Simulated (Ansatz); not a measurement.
AlHO: geometry relaxation

System: AlHO.
Method: RKS PBE0-D4/def2-TZVP (Ansatz 0.2.0).

Figures and captions count atoms from 1; the log counts them from 0 in places.

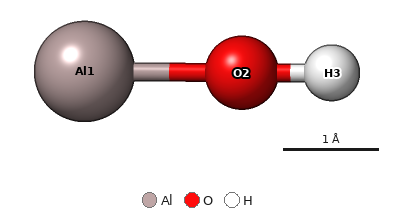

*The input geometry (ball-and-stick view, seen on its broad side; atoms are numbered from 1 in the order of the input). Sticks mark near contacts.*

Bond lengths as drawn: Al–O 1.66 Å and H–O 0.95 Å.

## Summary

- outcome: converged
- total energy: −8656.9584 eV
- mean-field energy: −8656.9301 eV
- dispersion energy: −0.0282 eV
- SCF solution under orbital rotations: stable
- largest force (length of the vector) at the end: 0.006 eV/Å
- dipole moment: 1.15 D
- hardware: 2 CPU threads, shared host
- wall time: 1.4 s (CPU time 2.3 s)
- peak memory: 0.12 GiB

## Input file
```yaml
crystal:
  periodic: [false, false, false]
  atoms:
    - {symbol: Al, position_ang: [-0.123650, 0.296135, 0.108035]}
    - {symbol: O, position_ang: [-0.704355, 1.766280, 0.624069]}
    - {symbol: H, position_ang: [-1.041184, 2.603031, 0.921373]}
basis:
  gaussian: {orbitals: def2-TZVP}
hamiltonian: {xc: pbe0, dispersion: d4}
relax: {f_tol: 0.005, max_steps: 200}
```

## What the program printed
```
Functional definition: PBE0
  name "PBE0"
  cite "Adamo & Barone, J. Chem. Phys. 110, 6158 (1999) doi:10.1063/1.478522"
  cite "Perdew, Burke & Ernzerhof, Phys. Rev. Lett. 77, 3865 (1996) doi:10.1103/PhysRevLett.77.3865"
  parent pbe
  parameter a = 0.25
  parameter kappa = 0.804
  parameter beta = 0.06672455060314922
  exchange = (1 - a)*pbe_x(kappa = kappa, mu = beta*pi^2/3) + a*exact_x
  correlation = pbe_c(beta = beta)
474 factors; their error is unknown
mean field evaluation 1: about -8650.7626 eV, gradient 6.1e1 eV
mean field evaluation 2: about -8609.2813 eV, gradient 1.4e2 eV
mean field evaluation 4: about -8656.8917 eV, gradient 3.0e0 eV
mean field evaluation 8: about -8656.9282 eV, gradient 1.2e-2 eV
mean field -8656.92818603 eV, -318.1362429598 hartree, gradient 9.8e-6 eV, S^2 0.000000; 0 other end points of the search recorded, 0 dependent functions left out
the calculation of the forces begins
reference -8656.92820763 eV, -318.1362437538 hartree; 11, 11 occupied and 63, 63 virtual orbitals, 474 factors
relax step   1: F+E_penalty+E_count = -8656.95644052 eV  Δ(F+E_penalty+E_count) = +0.000e0 eV  max|allowed force component| = 2.935e-1 eV/Å  Δτ_max = 0.0000 Å  (24 SCF iters, accepted)
these checks for a lower state are left out or cut short: starts, cluster_reference, orbital_swaps, neighbouring_geometries, increment
474 factors; their error is unknown
mean field evaluation 16: about -8656.9108 eV, gradient 2.9e-1 eV
mean field -8656.92944388 eV, -318.1362891851 hartree, gradient 4.1e-6 eV, S^2 0.000000; 0 other end points of the search recorded, 0 dependent functions left out
the calculation of the forces begins
reference -8656.92946552 eV, -318.1362899803 hartree; 11, 11 occupied and 63, 63 virtual orbitals, 474 factors
relax step   2: F+E_penalty+E_count = -8656.95768660 eV  Δ(F+E_penalty+E_count) = -1.246e-3 eV  max|allowed force component| = 1.718e-1 eV/Å  Δτ_max = 0.0032 Å  (29 SCF iters, accepted)
these checks for a lower state are left out or cut short: starts, cluster_reference, orbital_swaps, neighbouring_geometries, increment
474 factors; their error is unknown
mean field -8656.93012646 eV, -318.1363142693 hartree, gradient 4.1e-6 eV, S^2 0.000000; 0 other end points of the search recorded, 0 dependent functions left out
the calculation of the forces begins
reference -8656.93014813 eV, -318.1363150659 hartree; 11, 11 occupied and 63, 63 virtual orbitals, 474 factors
relax step   3: F+E_penalty+E_count = -8656.95835244 eV  Δ(F+E_penalty+E_count) = -6.658e-4 eV  max|allowed force component| = 4.748e-3 eV/Å  Δτ_max = 0.0045 Å  (29 SCF iters, accepted)
474 factors; their error is unknown
mean field evaluation 32: about -8656.9115 eV, gradient 1.4e-1 eV
```

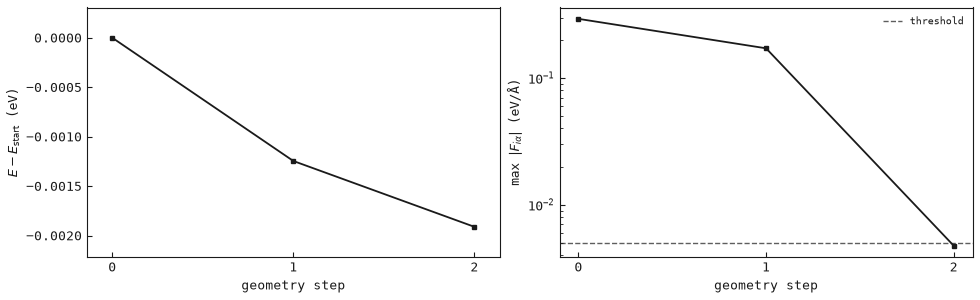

*Progress of the relaxation, step by step (the first geometry is step 0 here and step 1 in the log).*

The energy falls by 0.002 eV in 2 geometry steps. The largest force component goes from 0.29 to 0.0047 eV/Å. The largest move after the best rigid fit is that of Al1, 0.008 Å. Largest moves by element: Al 0.008 Å, H 0.004 Å, O 0.004 Å. Among the contacts that change: Al1–O2 1.663 → 1.674 Å. (Atoms are counted from 1 in the order of the input.)

```
mean field -8656.93012646 eV, -318.1363142693 hartree, gradient 3.0e-5 eV, S^2 0.000000; 1 other end points of the search recorded, 0 dependent functions left out
the calculation of the forces begins
reference -8656.93014813 eV, -318.1363150659 hartree; 11, 11 occupied and 63, 63 virtual orbitals, 474 factors
Total energy: -8656.95837412 eV, -318.1373523518 hartree
Atom 0 at    -0.120916     0.289290     0.105615 Å, force     0.001723    -0.003950    -0.001479 eV/Å
Atom 1 at    -0.705694     1.769528     0.625241 Å, force    -0.002331     0.004748     0.001926 eV/Å
Atom 2 at    -1.042579     2.606628     0.922621 Å, force     0.000608    -0.000797    -0.000447 eV/Å
Dipole moment:    -0.085687     0.210149     0.075290 e Å
```
